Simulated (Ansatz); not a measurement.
**Geometry relaxation, with input and output: B₂SiH₃BrClOF (part 3 of 3)**

Continued. System: B₂SiH₃BrClOF, SMILES BO[Si](Cl)(Br)BF. Method: RKS B3LYP-D4/def2-SVP (Ansatz 0.2.0). It belongs to a series of runs on one base structure; here: end point A relaxed.

Geometry of the input (Å):
```
B  -1.9622  0.6033  0.3948
O  -0.6591  0.5128  0.9175
Si 0.2556  -0.2460  -0.3210
Cl -0.3932  -2.1424  -0.7634
Br 0.3637  1.0081  -2.1995
B  2.1000  -0.4369  0.3516
F  2.8927  0.7138  0.7356
H  -2.7708  -0.1843  0.5690
H  -2.3232  1.6483  -0.1493
H  2.5795  -1.5279  0.4677
```

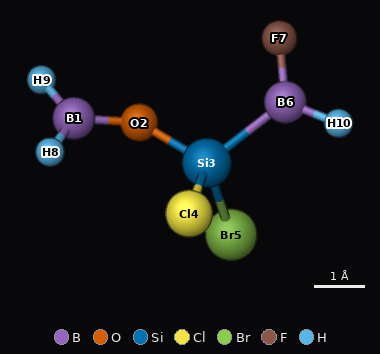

*The geometry at step 28 of the log (ball-and-stick view, seen at a tilt; atoms are numbered from 1 in the order of the input).*

**Trajectory as extended XYZ, continued**
```
10
Properties=species:S:1:pos:R:3:forces:R:3 step=20 energy=-96600.17682
B    -2.0225    0.8044    0.4844   -0.0108   0.0103  -0.0013
O    -0.7453    0.7536    0.0309   -0.0099  -0.0160   0.0089
Si    0.3439   -0.3356   -0.5962    0.0045  -0.0008  -0.0060
Cl   -0.4820   -2.2381   -0.6115    0.0029  -0.0031   0.0036
Br    0.7797    0.2984   -2.6911    0.0023   0.0026  -0.0074
B     2.0894   -0.3606    0.4329    0.0132   0.0270   0.0271
F     2.2531    0.4346    1.4714   -0.0003  -0.0247  -0.0257
H    -2.7010   -0.1960    0.5029   -0.0003   0.0016  -0.0023
H    -2.4354    1.8724    0.8655    0.0064   0.0015   0.0013
H     3.0030   -1.0844    0.1136   -0.0080   0.0017   0.0018
10
Properties=species:S:1:pos:R:3:forces:R:3 step=21 energy=-96600.17697
B    -2.0251    0.8052    0.4826    0.0118   0.0143  -0.0084
O    -0.7445    0.7513    0.0376   -0.0263  -0.0254   0.0071
Si    0.3444   -0.3368   -0.5931    0.0048   0.0143   0.0023
Cl   -0.4791   -2.2402   -0.6052    0.0020  -0.0051   0.0019
Br    0.7749    0.2981   -2.6891   -0.0008   0.0006  -0.0051
B     2.0929   -0.3597    0.4316    0.0089   0.0037   0.0187
F     2.2557    0.4288    1.4751    0.0031  -0.0148  -0.0197
H    -2.7085   -0.1921    0.4928    0.0051   0.0044  -0.0035
H    -2.4352    1.8742    0.8644    0.0033  -0.0028   0.0030
H     3.0076   -1.0800    0.1063   -0.0119   0.0109   0.0036
10
Properties=species:S:1:pos:R:3:forces:R:3 step=22 energy=-96600.17713
B    -2.0306    0.8068    0.4789    0.0513   0.0162  -0.0155
O    -0.7438    0.7457    0.0501   -0.0513  -0.0384   0.0027
Si    0.3452   -0.3393   -0.5869   -0.0019   0.0291   0.0217
Cl   -0.4726   -2.2449   -0.5950   -0.0029  -0.0094  -0.0020
Br    0.7661    0.2980   -2.6849   -0.0035  -0.0026   0.0039
B     2.0981   -0.3603    0.4317    0.0136  -0.0050  -0.0280
F     2.2636    0.4225    1.4781    0.0032  -0.0025   0.0060
H    -2.7244   -0.1839    0.4712    0.0150   0.0118  -0.0065
H    -2.4334    1.8771    0.8654   -0.0036  -0.0101   0.0036
H     3.0149   -1.0730    0.0942   -0.0199   0.0109   0.0140
10
Properties=species:S:1:pos:R:3:forces:R:3 step=23 energy=-96600.17721
B    -2.0343    0.8076    0.4774    0.0566   0.0117  -0.0253
O    -0.7446    0.7412    0.0577   -0.0480  -0.0401   0.0048
Si    0.3460   -0.3402   -0.5827   -0.0046   0.0427   0.0111
Cl   -0.4661   -2.2484   -0.5908   -0.0012  -0.0063   0.0032
Br    0.7593    0.2981   -2.6824   -0.0043  -0.0015   0.0052
B     2.1030   -0.3567    0.4294   -0.0103  -0.0592  -0.0227
F     2.2716    0.4225    1.4770    0.0082   0.0292   0.0209
H    -2.7355   -0.1779    0.4545    0.0192   0.0164  -0.0030
H    -2.4317    1.8778    0.8699   -0.0063  -0.0136   0.0056
H     3.0153   -1.0753    0.0931   -0.0092   0.0207   0.0002
10
Properties=species:S:1:pos:R:3:forces:R:3 step=24 energy=-96600.17740
B    -2.0345    0.8081    0.4762    0.0435   0.0053  -0.0164
O    -0.7445    0.7405    0.0592   -0.0351  -0.0322   0.0051
Si    0.3459   -0.3407   -0.5812   -0.0071   0.0319   0.0081
Cl   -0.4658   -2.2493   -0.5891   -0.0014  -0.0040   0.0034
Br    0.7574    0.2976   -2.6811   -0.0016  -0.0013   0.0047
B     2.1030   -0.3577    0.4301   -0.0038  -0.0367  -0.0259
F     2.2741    0.4249    1.4749    0.0044   0.0216   0.0201
H    -2.7371   -0.1761    0.4467    0.0138   0.0148  -0.0033
H    -2.4310    1.8765    0.8744   -0.0049  -0.0102   0.0025
H     3.0155   -1.0752    0.0928   -0.0077   0.0110   0.0018
10
Properties=species:S:1:pos:R:3:forces:R:3 step=25 energy=-96600.17764
B    -2.0372    0.8096    0.4727    0.0053  -0.0139  -0.0069
O    -0.7444    0.7358    0.0685   -0.0042  -0.0121   0.0076
Si    0.3457   -0.3428   -0.5748   -0.0082   0.0094   0.0017
Cl   -0.4618   -2.2537   -0.5802   -0.0014   0.0035   0.0022
Br    0.7499    0.2970   -2.6757    0.0011  -0.0018   0.0035
B     2.1061   -0.3583    0.4300   -0.0001  -0.0029  -0.0256
F     2.2850    0.4313    1.4684   -0.0025   0.0131   0.0193
H    -2.7486   -0.1673    0.4150    0.0098   0.0210   0.0008
H    -2.4282    1.8732    0.8888   -0.0013  -0.0085  -0.0025
H     3.0166   -1.0759    0.0904    0.0015  -0.0078  -0.0002
10
Properties=species:S:1:pos:R:3:forces:R:3 step=26 energy=-96600.17772
B    -2.0392    0.8102    0.4704   -0.0113  -0.0236  -0.0021
O    -0.7441    0.7325    0.0754    0.0050  -0.0016   0.0075
Si    0.3458   -0.3438   -0.5710   -0.0065   0.0000  -0.0002
Cl   -0.4593   -2.2559   -0.5739   -0.0005   0.0057   0.0008
Br    0.7451    0.2965   -2.6727    0.0005  -0.0015   0.0026
B     2.1088   -0.3578    0.4290   -0.0018   0.0068  -0.0137
F     2.2914    0.4341    1.4653   -0.0042   0.0068   0.0107
H    -2.7564   -0.1616    0.3953    0.0129   0.0279   0.0021
H    -2.4267    1.8711    0.8969    0.0000  -0.0095  -0.0054
H     3.0177   -1.0766    0.0883    0.0060  -0.0110  -0.0022
10
Properties=species:S:1:pos:R:3:forces:R:3 step=27 energy=-96600.17779
B    -2.0412    0.8105    0.4685   -0.0270  -0.0261  -0.0128
O    -0.7430    0.7285    0.0852    0.0068   0.0082   0.0113
Si    0.3463   -0.3449   -0.5662   -0.0046  -0.0097  -0.0010
Cl   -0.4571   -2.2578   -0.5661    0.0010   0.0047  -0.0007
Br    0.7386    0.2958   -2.6691   -0.0006  -0.0002   0.0014
B     2.1125   -0.3572    0.4274   -0.0017   0.0159   0.0046
F     2.2984    0.4366    1.4622   -0.0046  -0.0046  -0.0054
H    -2.7657   -0.1546    0.3716    0.0209   0.0327   0.0074
H    -2.4258    1.8687    0.9044    0.0025  -0.0116  -0.0026
H     3.0200   -1.0769    0.0851    0.0074  -0.0093  -0.0023
10
Properties=species:S:1:pos:R:3:forces:R:3 step=28 energy=-96600.17783
B    -2.0431    0.8111    0.4648   -0.0249  -0.0333   0.0122
O    -0.7417    0.7255    0.0931    0.0005   0.0176   0.0066
Si    0.3467   -0.3458   -0.5623   -0.0025  -0.0147  -0.0047
Cl   -0.4560   -2.2590   -0.5598    0.0028   0.0026  -0.0013
Br    0.7329    0.2952   -2.6661   -0.0008   0.0010  -0.0020
B     2.1159   -0.3562    0.4257   -0.0040   0.0121   0.0220
F     2.3034    0.4387    1.4598   -0.0018  -0.0099  -0.0172
H    -2.7723   -0.1489    0.3532    0.0230   0.0353  -0.0013
H    -2.4248    1.8658    0.9115    0.0011  -0.0080  -0.0112
H     3.0220   -1.0777    0.0832    0.0067  -0.0025  -0.0031
10
Properties=species:S:1:pos:R:3:forces:R:3 step=29 energy=-96600.17789
B    -2.0436    0.8107    0.4645   -0.0204  -0.0203  -0.0033
O    -0.7406    0.7238    0.0985   -0.0057   0.0172   0.0102
Si    0.3468   -0.3466   -0.5600   -0.0010  -0.0162  -0.0021
Cl   -0.4558   -2.2596   -0.5567    0.0022  -0.0008  -0.0024
Br    0.7296    0.2955   -2.6641   -0.0011   0.0013  -0.0025
B     2.1175   -0.3565    0.4252    0.0001   0.0122   0.0175
F     2.3059    0.4396    1.4582    0.0001  -0.0120  -0.0164
H    -2.7755   -0.1456    0.3436    0.0219   0.0243   0.0022
H    -2.4252    1.8649    0.9123    0.0022  -0.0065  -0.0039
H     3.0239   -1.0775    0.0814    0.0018   0.0008   0.0006
10
Properties=species:S:1:pos:R:3:forces:R:3 step=30 energy=-96600.17794
B    -2.0441    0.8106    0.4636   -0.0066  -0.0040  -0.0093
O    -0.7392    0.7225    0.1041   -0.0106   0.0133   0.0115
Si    0.3467   -0.3478   -0.5572    0.0000  -0.0123  -0.0021
Cl   -0.4559   -2.2606   -0.5545    0.0012  -0.0029  -0.0015
Br    0.7253    0.2963   -2.6616    0.0000   0.0011  -0.0035
B     2.1192   -0.3567    0.4248    0.0035   0.0043   0.0090
F     2.3086    0.4406    1.4565    0.0027  -0.0084  -0.0102
H    -2.7776   -0.1423    0.3347    0.0120   0.0051   0.0012
H    -2.4259    1.8639    0.9125    0.0018  -0.0013   0.0016
H     3.0259   -1.0775    0.0800   -0.0039   0.0051   0.0033
10
Properties=species:S:1:pos:R:3:forces:R:3 step=31 energy=-96600.17796
B    -2.0461    0.8111    0.4603    0.0073   0.0000  -0.0010
O    -0.7373    0.7193    0.1149   -0.0206   0.0126   0.0091
Si    0.3466   -0.3499   -0.5516    0.0002  -0.0151   0.0011
Cl   -0.4550   -2.2630   -0.5485   -0.0009  -0.0044  -0.0018
Br    0.7178    0.2968   -2.6566    0.0017   0.0006  -0.0022
B     2.1222   -0.3580    0.4249    0.0138   0.0166  -0.0079
F     2.3159    0.4438    1.4522    0.0014  -0.0126  -0.0040
H    -2.7836   -0.1355    0.3134    0.0078  -0.0018  -0.0034
H    -2.4263    1.8614    0.9173   -0.0002   0.0022   0.0006
H     3.0289   -1.0774    0.0767   -0.0104   0.0018   0.0096
10
Properties=species:S:1:pos:R:3:forces:R:3 step=32 energy=-96600.17800
B    -2.0475    0.8114    0.4584    0.0216   0.0090  -0.0041
O    -0.7358    0.7172    0.1237   -0.0278   0.0074   0.0097
Si    0.3463   -0.3514   -0.5470    0.0049  -0.0057  -0.0040
Cl   -0.4543   -2.2649   -0.5443   -0.0004  -0.0026   0.0009
Br    0.7114    0.2975   -2.6526    0.0013   0.0003  -0.0039
B     2.1255   -0.3568    0.4231    0.0069  -0.0071   0.0006
F     2.3216    0.4455    1.4492    0.0044  -0.0027  -0.0029
H    -2.7872   -0.1305    0.2972    0.0009  -0.0121  -0.0043
H    -2.4274    1.8595    0.9199   -0.0014   0.0043   0.0036
H     3.0305   -1.0788    0.0754   -0.0104   0.0092   0.0044
10
Properties=species:S:1:pos:R:3:forces:R:3 step=33 energy=-96600.17802
B    -2.0480    0.8116    0.4578    0.0191   0.0047  -0.0017
O    -0.7359    0.7170    0.1253   -0.0254   0.0078   0.0081
Si    0.3461   -0.3515   -0.5460    0.0052  -0.0061  -0.0041
Cl   -0.4539   -2.2652   -0.5432   -0.0003  -0.0013   0.0012
Br    0.7105    0.2974   -2.6520    0.0010   0.0005  -0.0028
B     2.1260   -0.3567    0.4230    0.0053  -0.0049   0.0021
F     2.3236    0.4462    1.4484    0.0030  -0.0026  -0.0034
H    -2.7880   -0.1297    0.2932    0.0018  -0.0070  -0.0038
H    -2.4277    1.8590    0.9215   -0.0017   0.0022   0.0016
H     3.0303   -1.0793    0.0751   -0.0079   0.0067   0.0028
10
Properties=species:S:1:pos:R:3:forces:R:3 step=34 energy=-96600.17806
B    -2.0500    0.8122    0.4559    0.0119  -0.0039  -0.0049
O    -0.7356    0.7158    0.1333   -0.0161   0.0059   0.0054
Si    0.3456   -0.3518   -0.5413    0.0059  -0.0048  -0.0041
Cl   -0.4526   -2.2665   -0.5380   -0.0006   0.0034   0.0024
Br    0.7056    0.2974   -2.6483    0.0000   0.0003   0.0017
B     2.1284   -0.3568    0.4225    0.0002   0.0020   0.0031
F     2.3325    0.4494    1.4439   -0.0020  -0.0005  -0.0021
H    -2.7912   -0.1258    0.2744    0.0026   0.0062   0.0017
H    -2.4295    1.8566    0.9270   -0.0020  -0.0058  -0.0009
H     3.0297   -1.0818    0.0737    0.0001  -0.0027  -0.0024
10
Properties=species:S:1:pos:R:3:forces:R:3 step=35 energy=-96600.17807
B    -2.0506    0.8123    0.4548    0.0128  -0.0059   0.0008
O    -0.7354    0.7157    0.1355   -0.0130   0.0058   0.0028
Si    0.3456   -0.3517   -0.5400    0.0049  -0.0029  -0.0034
Cl   -0.4526   -2.2664   -0.5360   -0.0006   0.0029   0.0019
Br    0.7043    0.2979   -2.6472   -0.0002  -0.0002   0.0020
B     2.1293   -0.3568    0.4222   -0.0013   0.0009   0.0022
F     2.3352    0.4504    1.4424   -0.0016   0.0009  -0.0007
H    -2.7917   -0.1248    0.2694    0.0004   0.0056  -0.0003
H    -2.4305    1.8554    0.9284   -0.0023  -0.0042  -0.0025
H     3.0295   -1.0831    0.0733    0.0009  -0.0029  -0.0028
10
Properties=species:S:1:pos:R:3:forces:R:3 step=36 energy=-96600.17809
B    -2.0526    0.8120    0.4523    0.0123  -0.0052  -0.0031
O    -0.7344    0.7150    0.1451   -0.0058   0.0029  -0.0003
Si    0.3456   -0.3514   -0.5346    0.0010   0.0028   0.0013
Cl   -0.4525   -2.2658   -0.5283   -0.0007  -0.0007  -0.0005
Br    0.6988    0.2996   -2.6425   -0.0009  -0.0014   0.0036
B     2.1327   -0.3573    0.4213   -0.0040   0.0000  -0.0038
F     2.3456    0.4543    1.4365   -0.0003   0.0031   0.0036
H    -2.7944   -0.1205    0.2488   -0.0019   0.0022   0.0004
H    -2.4347    1.8510    0.9328   -0.0014  -0.0010   0.0004
H     3.0290   -1.0881    0.0716    0.0017  -0.0028  -0.0016
```

**Key numbers**

- outcome: converged
- total energy: −96600.1784 eV
- mean-field energy: −96599.6462 eV
- largest force (length of the vector) at the end: 0.014 eV/Å
- hardware: 2 threads of Arm Neoverse V1, 24 GiB of memory available, shared host
- wall time: 3.9 min (CPU time 7.6 min)
- peak memory: 0.41 GiB
